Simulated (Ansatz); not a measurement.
# Pressure series in Ge3N4

The parent structure is Ge3N4 (space group P6_3/m, No. 176; a = 8.129 Å, c = 3.114 Å).

Cell and atoms are relaxed at each pressure.

Levels (all Ansatz, an electronic-structure program, PAW): PBE (420 eV, no SOC); PBEsol (420 eV, no SOC).

The base cell above is that of PBE; each level relaxes its own structures.

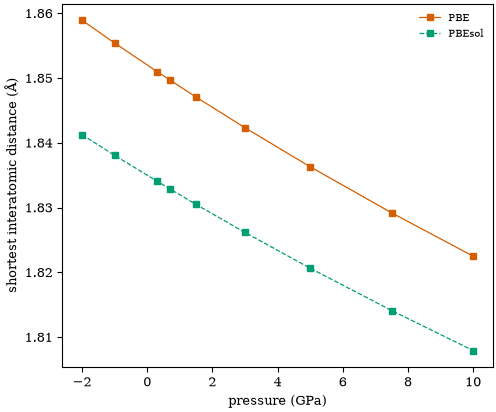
*Shortest interatomic distance under two levels*

**Question.** How do the two levels compare along the series?

**Answer.** PBE lies above PBEsol in every row, by 0.015 Å to 0.018 Å. They put the cases in the same order.

Load acts through the strain it causes; cell and atoms are relaxed under it. Whether these cells are dynamically stable was not tested. Competing high-pressure phases were not computed.
